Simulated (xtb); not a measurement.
## Run report: CH₇ClSi₂, frequency calculation (part 2 of 2)

The same run, continued: CH₇ClSi₂, SMILES C[SiH]([SiH3])Cl; GFN2-xTB (xtb 6.7.1 later snapshot). The geometry was optimised with GFN2-xTB.

Geometry of the input (Å):
```
C  -0.8608  1.5013  -0.1935
Si -0.2728  -0.2244  -0.7434
Si 1.1741  -1.1878  0.7902
Cl -1.9482  -1.3709  -0.9734
H  -1.3572  1.4605  0.7730
H  -1.5649  1.9306  -0.9020
H  -0.0243  2.1880  -0.1034
H  0.2708  -0.0906  -2.1027
H  0.5929  -1.3055  2.1311
H  2.3831  -0.3701  0.9250
H  1.6074  -2.5311  0.3991
```

### What the program printed, continued
```
 ---------------------------------------------------------------------------
     #   Z sym  total        # sym  WBO       # sym  WBO       # sym  WBO
 ---------------------------------------------------------------------------
     1   6      3.981 --     7      0.993     5      0.985     6      0.983
                             2      0.918
     2  14      3.785 --     4      1.039     1      0.918     8      0.885
                             3      0.822
     3  14      3.629 --    10      0.903    11      0.903     9      0.900
                             2      0.822
     4  17      1.132 --     2      1.039
     5   1      0.999 --     1      0.985
     6   1      0.998 --     1      0.983
     7   1      0.999 --     1      0.993
     8   1      0.994 --     2      0.885
     9   1      0.991 --     3      0.900
    10   1      0.987 --     3      0.903
Molecule has no symmetry elements
It seems to be the C1 point group
    11   1      0.989 --     3      0.903
 ---------------------------------------------------------------------------

Topologies differ in total number of bonds
Writing topology from bond orders to xtbtopo.mol

molecular dipole:
                 x           y           z       tot (Debye)
 q only:        0.880       0.372       0.225
   full:        0.492       0.508       0.109       1.819
molecular quadrupole (traceless):
                xx          xy          yy          xz          yz          zz
 q only:       -2.616      -3.467       0.481      -2.968      -1.465       2.135
  q+dip:       -2.940      -3.011       0.644      -3.336      -0.888       2.296
   full:       -2.426      -2.728       0.998      -3.009      -0.540       1.428

           -------------------------------------------------
          |               Frequency Printout                |
           -------------------------------------------------
 projected vibrational frequencies (cm⁻¹)
eigval :       -0.00    -0.00    -0.00    -0.00     0.00     0.00
eigval :       28.26   106.73   121.18   145.54   177.71   393.35
eigval :      440.27   454.85   500.29   610.99   637.53   737.32
eigval :      777.40   801.81   809.60   820.07   834.38  1373.72
eigval :     1482.46  1483.44  2170.52  2234.94  2237.33  2248.03
eigval :     3025.82  3029.20  3042.68
 reduced masses (amu)
    1:      4.55    2:      5.06    3:     10.34    4:      8.83    5:      8.73    6:      6.06
    7:      1.04    8:      4.96    9:      1.05   10:      3.43   11:      4.09   12:      5.13
   13:      1.15   14:      1.26   15:      8.97   16:      1.08   17:      1.06   18:      4.88
   19:      1.10   20:      1.05   21:      1.06   22:      1.24   23:      1.25   24:      1.21
   25:      1.06   26:      1.06   27:      1.04   28:      1.05   29:      1.04   30:      1.04
   31:      1.09   32:      1.06   33:      1.06
 IR intensities (km·mol⁻¹)
    1:      0.05    2:      0.22    3:      0.11    4:      0.39    5:      0.23    6:      0.29
    7:      0.07    8:      2.66    9:      0.09   10:      5.08   11:      7.91   12:     40.41
   13:     30.88   14:     11.18   15:     26.12   16:    256.78   17:    161.34   18:     54.07
   19:    629.29   20:    132.34   21:    100.53   22:    134.43   23:     28.26   24:     13.05
   25:      0.81   26:      0.74   27:    188.93   28:    372.47   29:    292.14   30:    232.40
   31:     23.02   32:     20.93   33:     16.81
 Raman intensities (Ä⁴*amu⁻¹)
    1:      0.00    2:      0.00    3:      0.00    4:      0.00    5:      0.00    6:      0.00
    7:      0.00    8:      0.00    9:      0.00   10:      0.00   11:      0.00   12:      0.00
   13:      0.00   14:      0.00   15:      0.00   16:      0.00   17:      0.00   18:      0.00
   19:      0.00   20:      0.00   21:      0.00   22:      0.00   23:      0.00   24:      0.00
   25:      0.00   26:      0.00   27:      0.00   28:      0.00   29:      0.00   30:      0.00
   31:      0.00   32:      0.00   33:      0.00
 output can be read by thermo (or use thermo option).
 writing <g98.out> molden fake output.
 recommended (thermochemical) frequency scaling factor: 1.0
           -------------------------------------------------
          |             Thermodynamic Functions             |
           -------------------------------------------------

c1  symmetry found (for desy threshold:  0.10E+00) used in thermo

          ...................................................
          :                      SETUP                      :
          :.................................................:
          :  # frequencies                          27      :
          :  # imaginary freq.                       0      :
          :  linear?                             false      :
          :  only rotor calc.                    false      :
          :  symmetry                               c1      :
          :  rotational number                       1      :
          :  scaling factor                  1.0000000      :
          :  rotor cutoff                   50.0000000 cm⁻¹ :
          :  imag. cutoff                  -20.0000000 cm⁻¹ :
          :.................................................:

    mode    ω/cm⁻¹     T·S(HO)/kcal·mol⁻¹    T·S(FR)/kcal·mol⁻¹   T·S(vib)
   ------------------------------------------------------------------------
       1     28.26    -1.77340 (  9.26%)    -1.22483 ( 90.74%)    -1.27563
       2    106.73    -0.99208 ( 95.41%)    -0.83170 (  4.59%)    -0.98471
       3    121.18    -0.91875 ( 97.18%)    -0.79413 (  2.82%)    -0.91524
       4    145.54    -0.81385 ( 98.63%)    -0.73988 (  1.37%)    -0.81284
       5    177.71    -0.70133 ( 99.38%)    -0.68075 (  0.62%)    -0.70121
   ------------------------------------------------------------------------

   temp. (K)  partition function   enthalpy   heat capacity  entropy
                                   cal/mol     cal/K/mol   cal/K/mol   J/K/mol
 298.15  VIB   316.                 3395.184     20.318     21.119
         ROT  0.245E+06              888.727      2.981     27.642
         INT  0.776E+08             4283.911     23.299     48.761
         TR   0.356E+26             1481.212      4.968     40.021
         TOT                        5765.1238    28.2671    88.7813   371.4608

       T/K    H(0)-H(T)+PV         H(T)/Eh          T*S/Eh         G(T)/Eh
   ------------------------------------------------------------------------
    298.15    0.918731E-02    0.791850E-01    0.421828E-01    0.370022E-01
   ------------------------------------------------------------------------

         :::::::::::::::::::::::::::::::::::::::::::::::::::::
         ::                  THERMODYNAMIC                  ::
         :::::::::::::::::::::::::::::::::::::::::::::::::::::
         :: total free energy         -13.710969163954 Eh   ::
         ::.................................................::
         :: total energy              -13.747971316264 Eh   ::
         :: zero point energy           0.069997684358 Eh   ::
         :: G(RRHO) w/o ZPVE           -0.032995532049 Eh   ::
         :: G(RRHO) contrib.            0.037002152309 Eh   ::
         :::::::::::::::::::::::::::::::::::::::::::::::::::::

           -------------------------------------------------
          | TOTAL ENERGY              -13.747971316264 Eh   |
          | TOTAL ENTHALPY            -13.668786322298 Eh   |
          | TOTAL FREE ENERGY         -13.710969163954 Eh   |
          | GRADIENT NORM               0.000078223194 Eh/α |
          | HOMO-LUMO GAP               4.414619092279 eV   |
           -------------------------------------------------

------------------------------------------------------------------------
------------------------------------------------------------------------
 total:
 *  cpu-time:     0 d,  0 h,  0 min,  0.376 sec
 * ratio c/w:     1.000 speedup
 SCF:
 *  cpu-time:     0 d,  0 h,  0 min,  0.009 sec
 * ratio c/w:     1.000 speedup
 analytical hessian:
 *  cpu-time:     0 d,  0 h,  0 min,  0.358 sec
 * ratio c/w:     1.000 speedup
```

### File vibspectrum
```
$vibrational spectrum
#  mode     symmetry     wave number   IR intensity    selection rules
#                         cm**(-1)      (km*mol⁻¹)        IR
     1                      -0.00         0.00000          -
     2                      -0.00         0.00000          -
     3                      -0.00         0.00000          -
     4                      -0.00         0.00000          -
     5                       0.00         0.00000          -
     6                       0.00         0.00000          -
     7        a             28.26         0.07240         YES
     8        a            106.73         2.65647         YES
     9        a            121.18         0.09067         YES
    10        a            145.54         5.08290         YES
    11        a            177.71         7.91161         YES
    12        a            393.35        40.41390         YES
    13        a            440.27        30.88314         YES
    14        a            454.85        11.17640         YES
    15        a            500.29        26.12242         YES
    16        a            610.99       256.78118         YES
    17        a            637.53       161.33709         YES
    18        a            737.32        54.07217         YES
    19        a            777.40       629.28963         YES
    20        a            801.81       132.33943         YES
    21        a            809.60       100.53269         YES
    22        a            820.07       134.42900         YES
    23        a            834.38        28.25886         YES
    24        a           1373.72        13.05111         YES
    25        a           1482.46         0.80970         YES
    26        a           1483.44         0.73913         YES
    27        a           2170.52       188.93387         YES
    28        a           2234.94       372.46914         YES
    29        a           2237.33       292.14005         YES
    30        a           2248.03       232.40025         YES
    31        a           3025.82        23.01648         YES
    32        a           3029.20        20.92640         YES
    33        a           3042.68        16.80994         YES
$end
```

### Standard error
```
normal termination of xtb
```

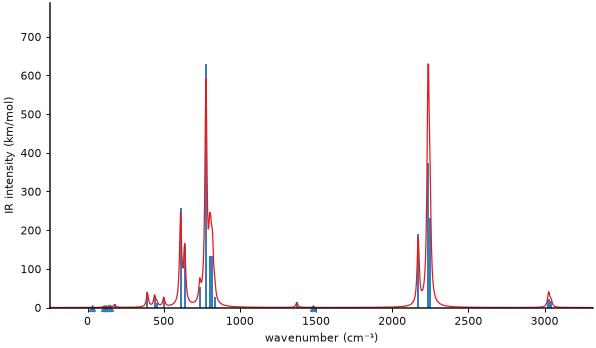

Figure 1. Harmonic infrared spectrum, unscaled: sticks (degenerate modes added up, dark ones marked on the axis) with a Lorentzian envelope of 16 cm⁻¹ full width, scaled to the tallest stick. 27 modes from 28 to 3043 cm⁻¹, none imaginary. The strongest line is at 777 cm⁻¹ (629 km/mol).

### Summary

| quantity | value |
| --- | --- |
| outcome | converged |
| electrons treated | 26 |
| total energy | −13.747971 hartree |
| dispersion energy | −0.007478 hartree |
| basis functions | 41 |
| HOMO | −10.25 eV |
| LUMO | −5.83 eV |
| zero-point energy | 0.069998 hartree |
| dipole moment | 1.82 D |
| wavenumbers, lowest and highest | 28 and 3043 cm⁻¹ |
| peak memory | 0.074 GiB |

### Notes

Settings chosen away from the usual ones: method = gfn2-xtb; task = frequencies; x = {"hess_scc_accuracy": 0.3}; geo = {"prev": "A"}.
